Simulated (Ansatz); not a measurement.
**Al2H4Se (SMILES [AlH2][AlH][SeH]) at PBE/cc-pVDZ**

Aim: the vertical ionisation energy of Al2H4Se at PBE/cc-pVDZ, from 2 runs. 

Program for the calculation: Ansatz 0.2.0.

51 further runs of the same task are left out: 51 set aside as unsound or not needed. Runs told in other sessions of the task aren't counted.

## Step 1: The system as given

Al2H4Se has 7 atoms, charge 0, and is taken as a singlet. SMILES: `[AlH2][AlH][SeH]`. The coordinates come from a PBE0-D4/def2-TZVP relaxation. This is one conformer, not always the lowest.

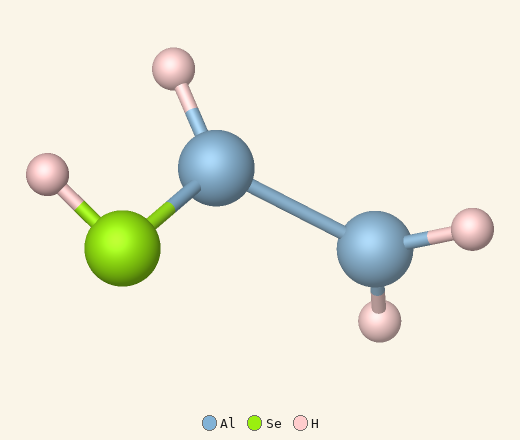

The structure, seen from a chosen angle (aluminium light blue, selenium green, hydrogen pink).

## Step 2: The energy at PBE/cc-pVDZ

run.yaml

```yaml
crystal:
  periodic: [false, false, false]
  atoms:
    - {symbol: Al, position_ang: [-1.578100, 0.539600, -0.900300]}
    - {symbol: Al, position_ang: [0.683400, 0.231600, 0.310300]}
    - {symbol: Se, position_ang: [1.280700, -1.943000, 0.899300]}
    - {symbol: H, position_ang: [-1.688000, 0.476100, -2.487900]}
    - {symbol: H, position_ang: [-2.924300, 0.803000, -0.090900]}
    - {symbol: H, position_ang: [1.737000, 1.353100, 0.713600]}
    - {symbol: H, position_ang: [2.550600, -1.528300, 1.510400]}
basis:
  gaussian:
    orbitals: cc-pVDZ
total_charge: 0
hamiltonian:
  xc: {name: PBE}
accuracy: high
output:
  orbitals: {seedname: orbitals}
```

Launch:

```sh
$ ansatz run run.yaml --threads 1 --pin off --max-ram 2610MiB --events-out events.jsonl --progress --plain --runs-dir runs
```

Standard output:

```text
Warning: RAYON_NUM_THREADS=1 ignored (pool sized by the plan → 1); use --threads N
Functional definition: PBE
  name "PBE"
  parameter kappa = 0.804
  parameter beta = 0.06672455060314922
  exchange = pbe_x(kappa = kappa, mu = beta*pi^2/3)
  correlation = pbe_c(beta = beta)
1807 factors; integrals over basis functions are off by at most 4.8e-9 eV
mean field evaluation 1: about -78588.9598 eV, gradient 1.8e1 eV
mean field evaluation 2: about -78589.1900 eV, gradient 1.7e1 eV
mean field evaluation 4: about -78590.4138 eV, gradient 1.5e0 eV
mean field evaluation 8: about -78590.4166 eV, gradient 2.1e-2 eV
mean field evaluation 16: about -78590.4166 eV, gradient 1.7e-6 eV
mean field -78590.41659115 eV, -2888.1445392271 hartree, gradient 2.2e-8 eV, S^2 0.000000; 0 other end points of the search recorded, 0 dependent functions left out
reference -78590.41659524 eV, -2888.1445393775 hartree; 32, 32 occupied and 51, 51 virtual orbitals, 1807 factors
Total energy: -78590.41659524 eV, -2888.1445393775 hartree
```

Wall time 7.5 s (1 thread of Arm Neoverse V2, shared host); peak memory 0.21 GiB.

## Step 3: The doublet cation, same level

run.yaml

```yaml
crystal:
  periodic: [false, false, false]
  atoms:
    - symbol: Al
      position_ang: [-1.578100, 0.539600, -0.900300]
    - symbol: Al
      position_ang: [0.683400, 0.231600, 0.310300]
    - symbol: Se
      position_ang: [1.280700, -1.943000, 0.899300]
    - symbol: H
      position_ang: [-1.688000, 0.476100, -2.487900]
    - symbol: H
      position_ang: [-2.924300, 0.803000, -0.090900]
    - symbol: H
      position_ang: [1.737000, 1.353100, 0.713600]
    - symbol: H
      position_ang: [2.550600, -1.528300, 1.510400]
basis:
  gaussian:
    orbitals: cc-pVDZ
total_charge: 1
magnetization:
  spin_polarized: true
  initial_magnetization: 1
hamiltonian:
  xc: {name: PBE}
accuracy: high
output:
  orbitals: {seedname: orbitals}
```

Launch:

```sh
$ ansatz run run.yaml --threads 1 --pin off --max-ram 2610MiB --events-out events.jsonl --progress --plain --runs-dir runs
```

Standard output, shortened:

```text
Warning: RAYON_NUM_THREADS=1 ignored (pool sized by the plan → 1); use --threads N
[... 6 set-up lines as earlier in the session ...]
1802 factors; integrals over basis functions are off by at most 4.8e-9 eV
mean field evaluation 1: about -78578.2489 eV, gradient 2.0e1 eV
mean field evaluation 2: about -78549.2706 eV, gradient 5.5e1 eV
mean field evaluation 4: about -78578.1668 eV, gradient 1.6e1 eV
mean field evaluation 8: about -78581.3328 eV, gradient 5.2e0 eV
mean field evaluation 16: about -78581.7273 eV, gradient 1.9e-2 eV
mean field evaluation 32: about -78581.7163 eV, gradient 3.2e-1 eV
mean field -78581.72730245 eV, -2887.8252137571 hartree, gradient 7.3e-8 eV, S^2 0.753379; 5 other end points of the search recorded, 0 dependent functions left out
reference -78581.72730678 eV, -2887.8252139164 hartree; 32, 31 occupied and 51, 52 virtual orbitals, 1802 factors
Total energy: -78581.72730678 eV, -2887.8252139164 hartree
```

Run time: 29 s. Hardware: 1 thread of Arm Neoverse V2, shared host; peak memory 0.29 GiB.

## Step 4: Summary of results

At PBE/cc-pVDZ:

| quantity | value |
| --- | --- |
| singlet Al2H4Se: total energy | -2888.14454 Eh |
| singlet Al2H4Se: HOMO energy | -6.05 eV |
| singlet Al2H4Se: LUMO energy | -2.99 eV |
| singlet Al2H4Se: HOMO–LUMO gap | 3.06 eV |
| doublet cation: total energy | -2887.82521 Eh |
| doublet cation: HOMO energy (highest over α and β) | -11.32 eV |
| doublet cation: LUMO energy (lowest over α and β) | -11.28 eV |
| doublet cation: ⟨S²⟩ | 0.753 |
| vertical ionisation energy (to the doublet cation) | 8.689 eV |

Removing an electron at fixed nuclei costs 8.69 eV (838 kJ/mol). −ε(HOMO) before ionisation, 6.05 eV, is 2.64 eV below this ionisation energy.
